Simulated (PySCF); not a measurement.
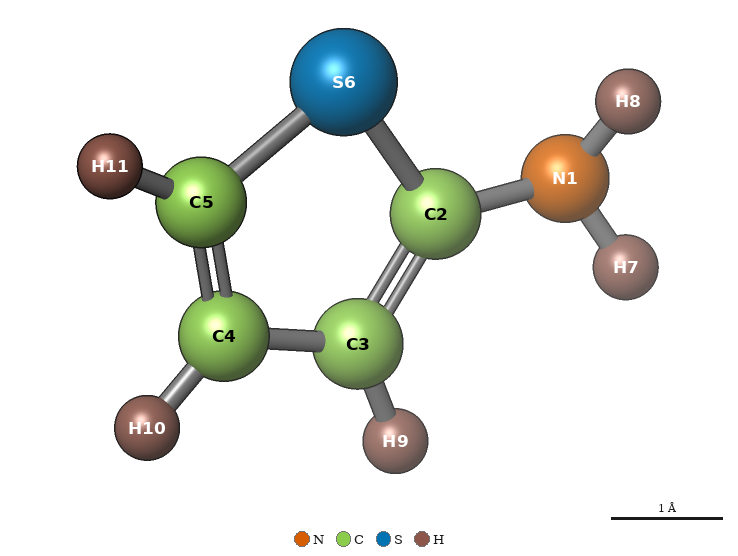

Orthographic view. Depth is shown by fading: the farther an atom, the more it takes the colour of the background. Computed geometry: PBE0-D3(BJ)/def2-SVP optimisation. No frequency run is at hand to confirm it as a minimum.

Write a MOL file (V2000) with the atoms in numerical order, bonds sorted by atom number with the orders drawn, and coordinates in the frame of the picture: x right, y up, z towards the viewer, origin at the mean position.

```
C4H5NS
                    3D

 11 11  0  0  0  0  0  0  0  0999 V2000
    1.8000    0.6600   -0.9500 N   0  0  0  0  0  0  0  0  0  0  0  0
    0.6300    0.3400   -0.3000 C   0  0  0  0  0  0  0  0  0  0  0  0
   -0.0800   -0.8400   -0.3300 C   0  0  0  0  0  0  0  0  0  0  0  0
   -1.3000   -0.7700    0.4100 C   0  0  0  0  0  0  0  0  0  0  0  0
   -1.5000    0.4400    1.0000 C   0  0  0  0  0  0  0  0  0  0  0  0
   -0.2100    1.5300    0.6400 S   0  0  0  0  0  0  0  0  0  0  0  0
    2.3500   -0.1500   -1.2200 H   0  0  0  0  0  0  0  0  0  0  0  0
    2.3700    1.3600   -0.4900 H   0  0  0  0  0  0  0  0  0  0  0  0
    0.2600   -1.7300   -0.8700 H   0  0  0  0  0  0  0  0  0  0  0  0
   -1.9900   -1.6100    0.5000 H   0  0  0  0  0  0  0  0  0  0  0  0
   -2.3300    0.7700    1.6200 H   0  0  0  0  0  0  0  0  0  0  0  0
  1  2  1  0
  1  7  1  0
  1  8  1  0
  2  3  2  0
  2  6  1  0
  3  4  1  0
  3  9  1  0
  4  5  2  0
  4 10  1  0
  5  6  1  0
  5 11  1  0
M  END
```
